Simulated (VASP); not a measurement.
**A VASP study of Aluminum (SCAN): structure first, properties next**

Aim: relax Aluminum with SCAN, compute its properties on that cell and hold them against experiment. The steps: relaxing cell and atoms (SCAN), second relaxation, density, ELF and potential (SCAN), band structure (SCAN), density of states (SCAN), volume scan with SCAN and fit for SCAN. Left out of this account: 1 further run (core levels: core levels are not valid at this level). The start is a cell from a database of measured crystal structures.

Calculated with VASP 6.6.1; SCAN; plane waves and PAW (Al).

Experimental background.

For Al, face-centred cubic (bulk crystal), “The interpretation of polycrystalline coherent inelastic neutron scattering from aluminium” (2013, pmc:3831299) quotes earlier work: lattice constant a (cubic lattice constant) 4.0495 Å [literature comparison value; measurement temperature not stated]; bulk modulus 76.9 GPa [literature comparison value; Voigt average; temperature not stated].

## Step 1: Starting point

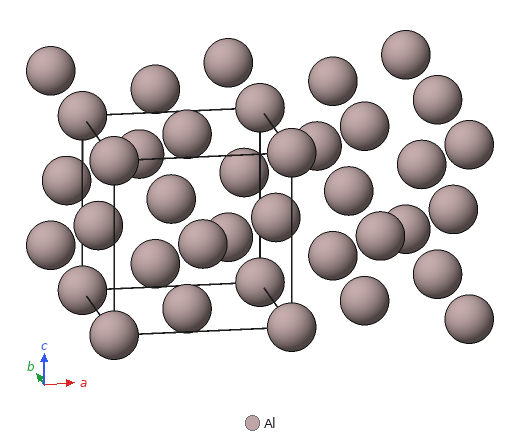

The starting structure, seen slightly off an axis (aluminium light grey). 2×2×1 cells are drawn. This picture shows the conventional cell, with its axes. Some periodic images of atoms are drawn too.

## Step 2: Relaxing cell and atoms (SCAN)

The start need not lie at this functional's minimum. ISIF = 3 frees volume, shape and positions, and EDIFFG sets the threshold on forces and stress at which the search stops. SCAN adds the kinetic-energy density; it is numerically more delicate than r2SCAN.

INCAR reads:

```
SYSTEM = Al
PREC = Accurate
ENCUT = 400
EDIFF = 1E-06
NELM = 100
ISMEAR = 1
SIGMA = 0.2
LREAL = .FALSE.
ALGO = Normal
METAGGA = SCAN
LASPH = .TRUE.
NBANDS = 7
LORBIT = 11
LWAVE = .FALSE.
LCHARG = .FALSE.
KPAR = 2
IBRION = 2
NSW = 60
ISIF = 3
EDIFFG = -0.01
```

POSCAR reads:

```
Al
1.0
    0.0000000000      2.0248050000      2.0248050000
    2.0248050000      0.0000000000      2.0248050000
    2.0248050000      2.0248050000      0.0000000000
Al
1
Direct
    0.0000000000      0.0000000000      0.0000000000
```

KPOINTS reads:

```
Automatic mesh
0
Gamma
8 8 8
0 0 0
```

PAW data sets: Al (PBE family, release 64).

Launch:

```sh
$ mpirun -np 2 vasp_std
```

What it wrote:

```text
[banner, memory and clock lines left out]
running    2 mpi-ranks, on    1 nodes
 distrk:  each k-point on    1 cores,    2 groups
 distr:  one band on    1 cores,    1 groups

 POSCAR found type information on POSCAR Al
 POSCAR found :  1 types and       1 ions
|                                                                             |
|               ----> ADVICE to this user running VASP <----                  |
|                                                                             |
|     You enforced a specific xc type in the INCAR file but a different       |
|     [... a line on the potential file left out ...]
|     I HOPE YOU KNOW WHAT YOU ARE DOING!                                     |
|                                                                             |

 LDA part: xc-table for (None), standard interpolation
 POSCAR, INCAR and KPOINTS ok, starting setup
 FFT: planning ... GRIDC
 FFT: planning ... GRID_SOFT
 FFT: planning ... GRID
 WAVECAR not read
 entering main loop
       N       E                     dE             d eps       ncg     rms          rms(c)
DAV:   1    -0.676144921915E+01   -0.67614E+01   -0.75638E+02   413   0.185E+02
DAV:   2    -0.796401516104E+01   -0.12026E+01   -0.11800E+01   574   0.198E+01
DAV:   3    -0.797187386547E+01   -0.78587E-02   -0.78601E-02   567   0.175E+00
DAV:   4    -0.797188367951E+01   -0.98140E-05   -0.98147E-05   651   0.619E-02
DAV:   5    -0.797188368260E+01   -0.30838E-08   -0.29862E-08   532   0.983E-04    0.300E+00
DAV:   6    -0.774010056932E+01    0.23178E+00   -0.96189E-02   406   0.172E+00    0.175E+00
DAV:   7    -0.772888961140E+01    0.11211E-01   -0.39834E-02   434   0.153E+00    0.101E-01
DAV:   8    -0.772957228271E+01   -0.68267E-03   -0.26080E-03   504   0.378E-01    0.102E-01
DAV:   9    -0.773022508595E+01   -0.65280E-03   -0.30870E-03   448   0.320E-01    0.634E-02
DAV:  10    -0.773026925169E+01   -0.44166E-04   -0.21319E-04   581   0.117E-01    0.150E-02
DAV:  11    -0.773029111764E+01   -0.21866E-04   -0.44318E-05   539   0.375E-02    0.129E-02
DAV:  12    -0.773031024110E+01   -0.19123E-04   -0.99855E-05   483   0.525E-02    0.228E-03
DAV:  13    -0.773031327515E+01   -0.30341E-05   -0.91442E-06   595   0.180E-02    0.331E-03
DAV:  14    -0.773031368596E+01   -0.41081E-06   -0.41901E-06   497   0.126E-02
   1 F= -.77303137E+01 E0= -.77302214E+01  d E =-.773031E+01
 curvature:   0.00 expect dE= 0.000E+00 dE for cont linesearch  0.000E+00
 trial: gam= 0.00000 g(F)=  0.458E-66 g(S)=  0.106E-01 ort = 0.000E+00 (trialstep = 0.100E+01)
 search vector abs. value=  0.106E-01
 bond charge predicted
       N       E                     dE             d eps       ncg     rms          rms(c)
DAV:   1    -0.773677749363E+01   -0.64642E-02   -0.11809E-01   469   0.171E+00    0.377E-01
DAV:   2    -0.773606646384E+01    0.71103E-03   -0.39066E-02   406   0.130E+00    0.148E-01
DAV:   3    -0.773464388479E+01    0.14226E-02   -0.36356E-03   420   0.474E-01    0.664E-02
DAV:   4    -0.773468380294E+01   -0.39918E-04   -0.10702E-04   448   0.896E-02    0.479E-02
DAV:   5    -0.773470261006E+01   -0.18807E-04   -0.27715E-04   406   0.116E-01    0.788E-03
DAV:   6    -0.773469037651E+01    0.12234E-04   -0.45463E-05   406   0.497E-02    0.735E-03
DAV:   7    -0.773468966958E+01    0.70692E-06   -0.38672E-06   469   0.115E-02
   2 F= -.77346897E+01 E0= -.77347311E+01  d E =-.437598E-02
 trial-energy change:   -0.004376  1 .order   -0.004147   -0.010585    0.002291
 step:   0.8367(harm=  0.8220)  dis= 0.00000  next Energy=    -7.734876 (dE=-0.456E-02)
 bond charge predicted
       N       E                     dE             d eps       ncg     rms          rms(c)
DAV:   1    -0.773499398860E+01   -0.30361E-03   -0.31912E-03   469   0.289E-01    0.632E-02
DAV:   2    -0.773492470261E+01    0.69286E-04   -0.13452E-03   406   0.236E-01    0.284E-02
DAV:   3    -0.773487597406E+01    0.48729E-04   -0.12439E-04   420   0.852E-02    0.984E-03
DAV:   4    -0.773487382364E+01    0.21504E-05   -0.34644E-06   462   0.163E-02    0.713E-03
DAV:   5    -0.773487047499E+01    0.33486E-05   -0.95925E-06   406   0.225E-02    0.142E-03
DAV:   6    -0.773487090575E+01   -0.43076E-06   -0.15640E-06   406   0.904E-03
   3 F= -.77348709E+01 E0= -.77348751E+01  d E =-.455722E-02
 curvature:  -0.41 expect dE=-0.151E-06 dE for cont linesearch -0.151E-06
 trial: gam= 0.00000 g(F)=  0.269E-64 g(S)=  0.369E-06 ort =-0.625E-04 (trialstep = 0.967E+00)
 search vector abs. value=  0.369E-06
 reached required accuracy - stopping structural energy minimisation
```

It took 16 s on 2 MPI ranks of Intel Xeon 6975P-C (Granite Rapids), shared host; peak memory 0.22 GiB.

The logs omit lines about the potential files and the build; timing stands in the text.

Parts of OUTCAR (step 2):

```text
ion  position               nearest neighbor table
   1  0.000  0.000  0.000-

  LATTYP: Found a face centered cubic cell.
 ALAT       =     4.0496100000

 Subroutine GETGRP returns: Found 48 space group operations
 (whereof 48 operations were pure point group operations)

The static configuration has the point symmetry O_h .

 Found     29 irreducible k-points:

   k-points           NKPTS =     29   k-points in BZ     NKDIM =     29   number of bands    NBANDS=      7

   dimension x,y,z NGX =    20 NGY =   20 NGZ =   20
   dimension x,y,z NGXF=    40 NGYF=   40 NGZF=   40

   ENCUT  =  400.0 eV  29.40 Ry    5.42 a.u.   4.67  4.67  4.67*2*pi/ulx,y,z

   NELECT =       3.0000    total number of electrons

 k-points in reciprocal lattice and weights: Automatic mesh
   0.00000000  0.00000000  0.00000000       0.002
   0.12500000  0.00000000  0.00000000       0.016
   0.25000000  0.00000000  0.00000000       0.016
   0.37500000  0.00000000  0.00000000       0.016
   0.50000000  0.00000000  0.00000000       0.008
   0.12500000  0.12500000  0.00000000       0.012
   0.25000000  0.12500000  0.00000000       0.047
   0.37500000  0.12500000  0.00000000       0.047
   0.50000000  0.12500000  0.00000000       0.047
[...]
-0.37500000  0.50000000  0.12500000       0.023
  -0.25000000  0.50000000  0.25000000       0.012

 average (electrostatic) potential at core
       1 -75.2317

 E-fermi :   8.3036

 k-point     1 :       0.0000    0.0000    0.0000
  band No.  band energies     occupation
      1      -3.4350      2.00000
      2      21.5518      0.00000
      3      21.5518      0.00000
      4      21.5518      0.00000
      5      23.2936      0.00000
      6      23.2936      0.00000
    ...

 k-point     2 :       0.1250    0.0000    0.0000
  band No.  band energies     occupation
      1      -2.9878      2.00000
      2      17.0370      0.00000
      3      20.6222      0.00000
      4      20.6222      0.00000
      5      23.6885      0.00000
      6      24.8632      0.00000
    ...

 k-point     3 :       0.2500    0.0000    0.0000
  band No.  band energies     occupation
      1      -1.6548      2.00000
      2      11.9083     -0.00000
      3      19.8373      0.00000
      4      19.8373      0.00000
      5      23.2308      0.00000
      6      23.8443      0.00000
    ...

  Total        0.0015972      0.0015972      0.0015972     -0.0000000     -0.0000000      0.0000000
  in kB        0.1592905      0.1592905      0.1592905     -0.0000000     -0.0000000      0.0000000
  external PRESSURE =       0.1592905 kB  Pullay stress =       0.0000000 kB

  energy-cutoff  :      400.00
  volume of cell :       16.06
      direct lattice vectors                 reciprocal lattice vectors
    -0.000000000  2.002703672  2.002703672    -0.249662497  0.249662497  0.249662497
     2.002703672  0.000000000  2.002703672     0.249662497 -0.249662497  0.249662497
     2.002703672  2.002703672 -0.000000000     0.249662497  0.249662497 -0.249662497

 POSITION                                       TOTAL-FORCE (eV/Angst)
 -----------------------------------------------------------------------------------
      0.00000      0.00000      0.00000         0.000000      0.000000      0.000000
 -----------------------------------------------------------------------------------
    total drift:                                0.000000     -0.000000     -0.000000

  FREE ENERGIE OF THE ION-ELECTRON SYSTEM (eV)
  ---------------------------------------------------
  free  energy   TOTEN  =        -7.7348709058 eV

  energy  without entropy=       -7.7348835116  energy(sigma->0) =       -7.73487511

 reached required accuracy - stopping structural energy minimisation

 total charge
# of ion       s       p       d       tot
------------------------------------------
    1        0.435   0.365   0.000   0.799

[... 3 further parts left out ...]
```

CONTCAR:

```
Al
   1.00000000000000
    -0.0000000000000000    2.0027036723673772    2.0027036723673772
     2.0027036723673772    0.0000000000000000    2.0027036723673772
     2.0027036723673772    2.0027036723673772   -0.0000000000000000
  Al
     1
Direct
     0.0000000000000000    0.0000000000000000    0.0000000000000000
```

This run has no spin polarisation. Its electron count is odd, so without a moment it is a metal by construction. The k-mesh is coarse for a metal. The PAW data sets were made with PBE, which is usual practice but a small mismatch for other functionals. The run keeps the 48 symmetry operations of its start, so it cannot find a distortion of lower symmetry.

Relaxation path:

| step | energy less that of the first step (eV) | largest force (eV/Å) | pressure (GPa) | volume (Å³) |
| --- | --- | --- | --- | --- |
| 1 | 0.0000 | 0.0000 | -2.61 | 16.60 |
| 2 | -0.0044 | 0.0000 | 0.59 | 15.96 |
| 3 | -0.0046 | 0.0000 | 0.02 | 16.06 |

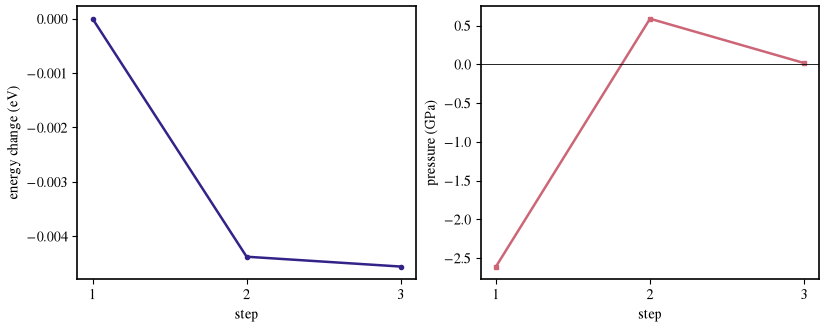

Energy and pressure along the relaxation.

| conventional cell, symmetrised | before | after | change |
| --- | --- | --- | --- |
| a (Å) | 4.050 | 4.005 | -1.1 % |
| b (Å) | 4.050 | 4.005 | -1.1 % |
| c (Å) | 4.050 | 4.005 | -1.1 % |
| volume (Å³/atom) | 16.60 | 16.06 | -3.2 % |

The relaxed structure:

```
Al
1.0
     0.00000    2.00270    2.00270
     2.00270    0.00000    2.00270
     2.00270    2.00270    0.00000
Al
1
Direct
  0.00000 0.00000 0.00000
```

This step gave:

| Quantity | Value |
| --- | --- |
| electrons | 3 |
| bands | 7 |
| irreducible k-points | 29 |
| symmetry operations | 48 |
| free energy (TOTEN) | -7.735 eV |
| Fermi energy | 8.304 eV |
| pressure | 0.01593 GPa |
| metallic | yes |
| SCF cycles over all ionic steps | 27 |

It ends with forces that vanish by symmetry and a pressure of 0.02 GPa. The volume lies -3.2 % from that of the database's start, which holds the thermal and zero-point expansion of its experiment.

## Step 3: Second relaxation

The basis stayed that of the start cell while the cell moved. A rerun from the cell reached resets it; the error of the finite cutoff stays.

INCAR is that of step 2.

POSCAR reads:

```
Al
1.0
    0.0000000000      2.0027036724      2.0027036724
    2.0027036724      0.0000000000      2.0027036724
    2.0027036724      2.0027036724      0.0000000000
Al
1
Direct
    0.0000000000      0.0000000000      0.0000000000
```

KPOINTS is that of step 2.

Launch:

```sh
$ mpirun -np 2 vasp_std
```

What it wrote:

```text
[banner, memory and clock lines left out]
running    2 mpi-ranks, on    1 nodes
 distrk:  each k-point on    1 cores,    2 groups
 distr:  one band on    1 cores,    1 groups

 POSCAR found type information on POSCAR Al
 POSCAR found :  1 types and       1 ions
 [... a notice as in an earlier step ...]

 LDA part: xc-table for (None), standard interpolation
 POSCAR, INCAR and KPOINTS ok, starting setup
 FFT: planning ... GRIDC
 FFT: planning ... GRID_SOFT
 FFT: planning ... GRID
 WAVECAR not read
 entering main loop
       N       E                     dE             d eps       ncg     rms          rms(c)
DAV:   1    -0.665527031908E+01   -0.66553E+01   -0.73318E+02   413   0.181E+02
DAV:   2    -0.796024156731E+01   -0.13050E+01   -0.11986E+01   560   0.198E+01
DAV:   3    -0.796916634722E+01   -0.89248E-02   -0.89249E-02   623   0.172E+00
DAV:   4    -0.796917997759E+01   -0.13630E-04   -0.13630E-04   595   0.541E-02
DAV:   5    -0.796917999041E+01   -0.12820E-07   -0.14030E-07   574   0.192E-03    0.309E+00
DAV:   6    -0.774186439496E+01    0.22732E+00   -0.96586E-02   434   0.169E+00    0.180E+00
DAV:   7    -0.773264591650E+01    0.92185E-02   -0.44391E-02   406   0.151E+00    0.107E-01
DAV:   8    -0.773386471267E+01   -0.12188E-02   -0.37831E-03   490   0.416E-01    0.111E-01
DAV:   9    -0.773473804650E+01   -0.87333E-03   -0.43307E-03   441   0.395E-01    0.654E-02
DAV:  10    -0.773475376817E+01   -0.15722E-04   -0.10950E-04   630   0.906E-02    0.351E-02
DAV:  11    -0.773476118205E+01   -0.74139E-05   -0.80001E-06   560   0.214E-02    0.285E-02
DAV:  12    -0.773477657291E+01   -0.15391E-04   -0.44247E-05   518   0.388E-02    0.620E-03
DAV:  13    -0.773478006711E+01   -0.34942E-05   -0.15226E-05   518   0.221E-02    0.548E-03
DAV:  14    -0.773478020317E+01   -0.13605E-06   -0.34360E-06   497   0.134E-02
   1 F= -.77347802E+01 E0= -.77347869E+01  d E =-.773478E+01
 curvature:   0.00 expect dE= 0.000E+00 dE for cont linesearch  0.000E+00
 trial: gam= 0.00000 g(F)=  0.229E-65 g(S)=  0.847E-07 ort = 0.000E+00 (trialstep = 0.100E+01)
 search vector abs. value=  0.848E-07
 reached required accuracy - stopping structural energy minimisation
```

Elapsed: 7.8 s, on 2 MPI ranks; peak memory 0.2 GiB.

From OUTCAR (step 3):

```text
  LATTYP: Found a face centered cubic cell.
 ALAT       =     4.0054073448

The static configuration has the point symmetry O_h .

 Found     29 irreducible k-points:

   dimension x,y,z NGX =    18 NGY =   18 NGZ =   18
   dimension x,y,z NGXF=    36 NGYF=   36 NGZF=   36

   ENCUT  =  400.0 eV  29.40 Ry    5.42 a.u.   4.62  4.62  4.62*2*pi/ulx,y,z

   NELECT =       3.0000    total number of electrons

 E-fermi :   8.3036

 k-point     1 :       0.0000    0.0000    0.0000
  band No.  band energies     occupation
      1      -3.4352      2.00000
      2      21.5553      0.00000
      3      21.5553      0.00000
      4      21.5553      0.00000
      5      23.2944      0.00000
      6      23.2944      0.00000
    ...

 k-point     2 :       0.1250    0.0000    0.0000
  band No.  band energies     occupation
      1      -2.9880      2.00000
      2      17.0373      0.00000
      3      20.6230      0.00000
      4      20.6231      0.00000
      5      23.6896      0.00000
      6      24.8642      0.00000
    ...

  Total        0.0007652      0.0007652      0.0007652      0.0000000     -0.0000000      0.0000000
  in kB        0.0763107      0.0763107      0.0763107      0.0000000     -0.0000000      0.0000000
  external PRESSURE =       0.0763107 kB  Pullay stress =       0.0000000 kB

  energy-cutoff  :      400.00
  volume of cell :       16.06
      direct lattice vectors                 reciprocal lattice vectors
     0.000000000  2.002703672  2.002703672    -0.249662497  0.249662497  0.249662497
     2.002703672  0.000000000  2.002703672     0.249662497 -0.249662497  0.249662497
     2.002703672  2.002703672  0.000000000     0.249662497  0.249662497 -0.249662497

  FREE ENERGIE OF THE ION-ELECTRON SYSTEM (eV)
  ---------------------------------------------------
  free  energy   TOTEN  =        -7.7347802032 eV

  energy  without entropy=       -7.7348003042  energy(sigma->0) =       -7.73478690

[... 7 parts as in an earlier step ...]

[... 5 further parts left out ...]
```

CONTCAR:

```
Al
   1.00000000000000
     0.0000000000000000    2.0027036724000000    2.0027036724000000
     2.0027036724000000    0.0000000000000000    2.0027036724000000
     2.0027036724000000    2.0027036724000000    0.0000000000000000
  Al
     1
Direct
     0.0000000000000000    0.0000000000000000    0.0000000000000000
```

Little changed from the start: no atom moved by 0.005 Å and no cell edge by 0.1 %.

Numbers from this step:

| Quantity | Value |
| --- | --- |
| pressure | 0.007631 GPa |
| SCF cycles over all ionic steps | 14 |

It ends with forces that vanish by symmetry and a pressure of 0.01 GPa. The volume moved by under 0.01 %: the run met its threshold at the first step.

[end of part 1 of 3]

[Lines on the potential files, build, host, timing and source positions are cut from VASP's logs without a mark.]

[Logs are printed without paths, hosts, clocks, repeated set-up lines and the standing remarks that a program may print on its own settings, such as how far it seeks lower states.]

[Hosts, paths, dates, database ids (printed as entryN), source tags and the programs' standing remarks are cut or masked in the printed files.]

[A measured line is paired with the nearest computed mode of its activity, which favours agreement.]
